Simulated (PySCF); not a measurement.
# CCl4, SMILES `ClC(Cl)(Cl)Cl`: electronic structure

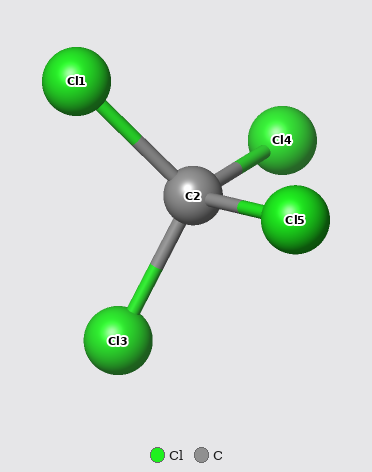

The molecule, with its atoms numbered as below. No frequency check shows the geometry to be a minimum.

Cartesian coordinates (Å):

```
Cl1      1.0215   -1.4215    0.2556
C2       0.0002   -0.0000    0.0001
Cl3      1.0212    1.4217   -0.2557
Cl4     -1.0214   -0.2558   -1.4214
Cl5     -1.0214    0.2556    1.4214
```

Part 1: Bonding charge

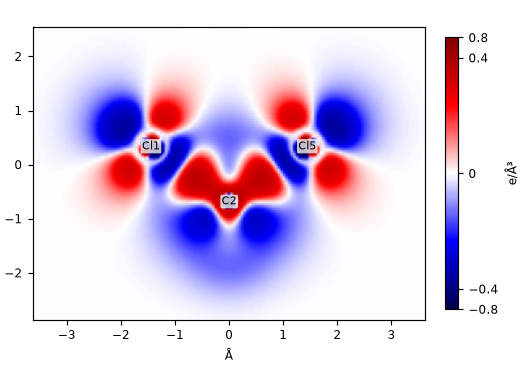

Deformation density (molecule less spherical, spin-averaged free atoms) in the plane of Cl1, C2 and Cl5; colour scale in e/Å³, logarithmic beyond ±0.1; red: gain, blue: loss.

Level of theory: B3LYP/def2-SVPD (PySCF), at a geometry from GFN2-xTB.

How much density has each bond in this plane gained at its critical point, relative to the free atoms?

Answer. Cl1–C2 and C2–Cl5: +0.25 e/Å³ at the bond critical point (bond length 1.77 Å). In all, 1.4 electrons gather in the regions of gain relative to the promolecule.

Part 2: Bond critical points

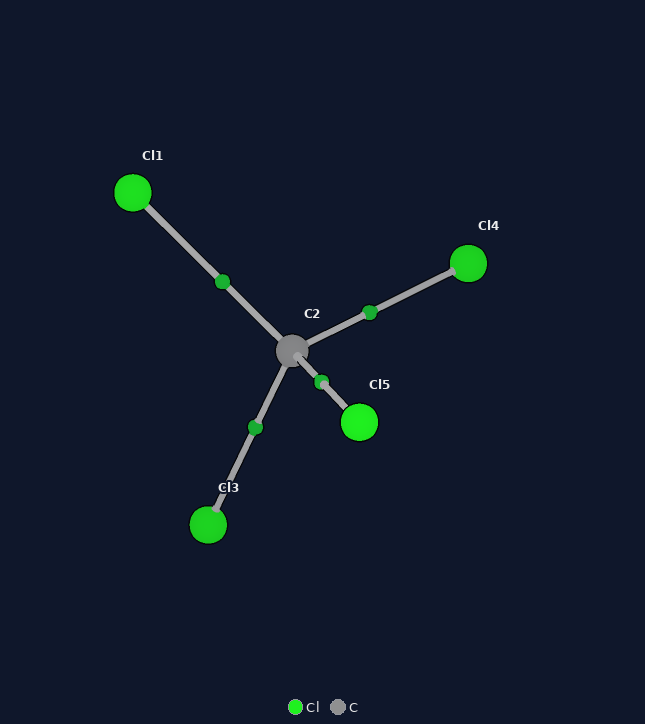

Molecular graph of the electron density (QTAIM): bond paths, bond critical points (green), ring points (magenta, if any); weak paths are dashed.

How many critical points of each kind are there, and does the count close?

Answer. 5 nuclei, 4 bond, 0 ring and 0 cage critical points: 5 − 4 + 0 − 0 = 1, as the Poincaré–Hopf relation requires.

Give the properties at the bond critical points.

Answer.
```tsv
bond	length (Å)	ρ (a.u.)	∇²ρ (a.u.)	ε	H (a.u.)
Cl1–C2 (4 alike)	1.769	0.196	−0.25	0.00	−0.127
```

What kind of interaction is Cl1–C2?

Answer. Shared-shell (covalent): ρ = 0.196, ∇²ρ = −0.25, H = −0.127 a.u.

Part 3: Electrostatic potential

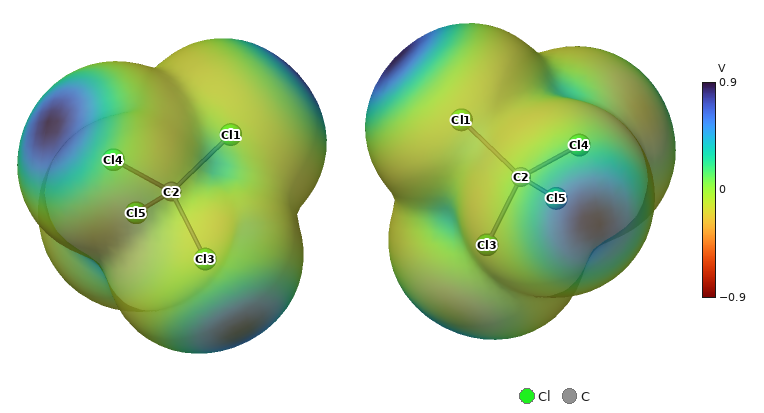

Electrostatic potential on the surface of electron density 0.001 a.u. (back view left, front view right).

Where are the extremes of the potential on the surface?

Answer. Highest: 0.88 V, 1.9 Å from Cl5, and at like points elsewhere. Further maxima include 0.28 V, off the C2–Cl3 bond (2.2 Å from its atoms). Lowest: −0.17 V, 2.1 Å from Cl4, and at like points elsewhere. The surface is sampled at points, so like sites can differ by a few per cent and only the strongest of them is named.

Does Cl5 carry a σ-hole?

Answer. Yes: a local maximum of +0.88 V lies on the extension of the C2–Cl5 bond.

What volume does the surface enclose, and what is the dipole moment?

Answer. About 127 Å³; the dipole moment is 0.0 D.

Part 4: In an electric field

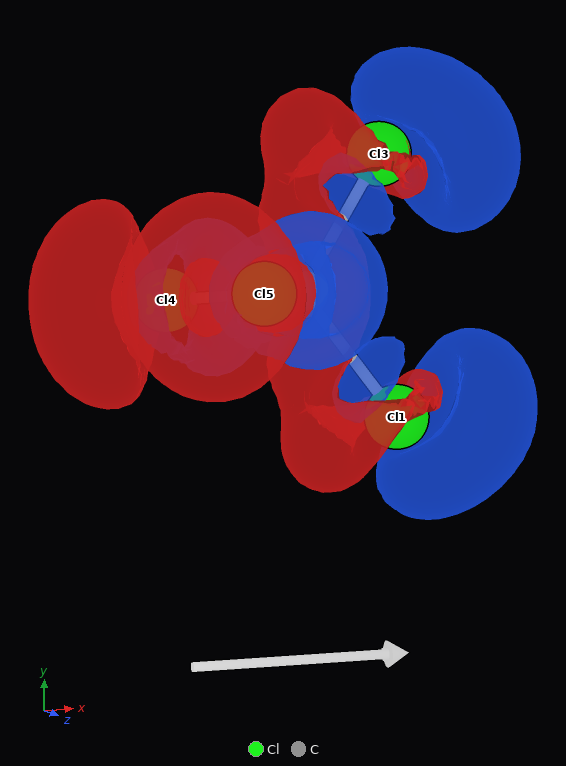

Change of the electron density in a uniform field of 0.21 V/Å along +x (arrow), surfaces at ±0.0015 e/Å³ (red: gain, blue: loss).

Method: B3LYP/def2-SVPD; geometry: GFN2-xTB; program: PySCF.

What dipole is induced, and what polarisability does it imply?

Answer. The induced dipole is 0.71 D (along the field); α along this axis, from the fields in both directions, is 70 bohr³ (10.3 Å³).

Which atoms gain and lose the most charge?

Answer. Electrons gather most on Cl4 and Cl5 alike (Hirshfeld charge changes by −0.014 e) and leave Cl1 and Cl3 alike most (+0.014 e); 0.061 electrons are displaced in all.
